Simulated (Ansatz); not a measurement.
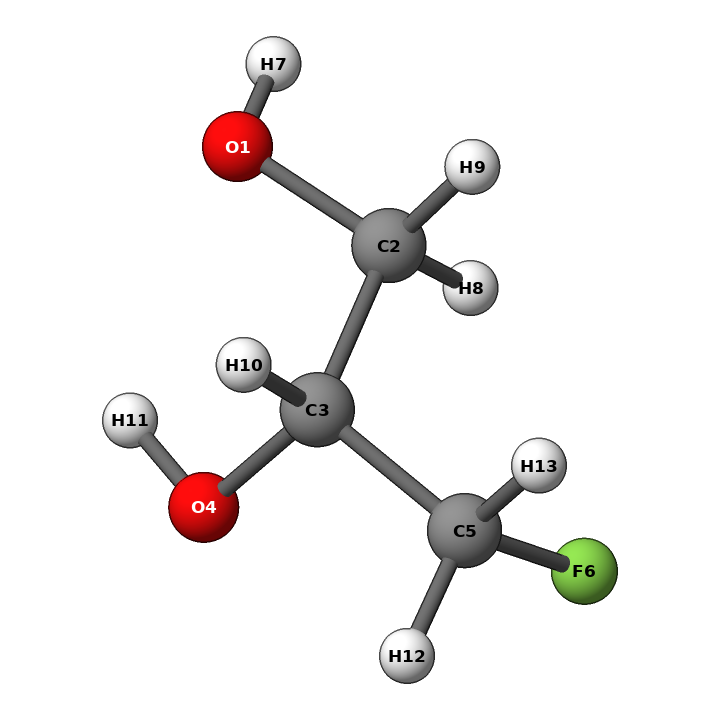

The questions are on Mulliken charges. The geometry was computed by an optimisation with PBE0-D4/def2-TZVP. No frequency run is at hand to confirm it as a minimum. Level of theory: RKS PBE0-D4/def2-TZVP (Ansatz 0.2.0).

List the Mulliken charges.

```
atom  value (e)
  O1      −0.47
  C2      −0.11
  C3       0.12
  O4      −0.45
  C5       0.01
  F6      −0.24
  H7       0.32
  H8       0.13
  H9       0.09
 H10       0.07
 H11       0.32
 H12       0.12
 H13       0.10
```

Mulliken values depend strongly on the basis set and can even reverse the polarity of a bond.
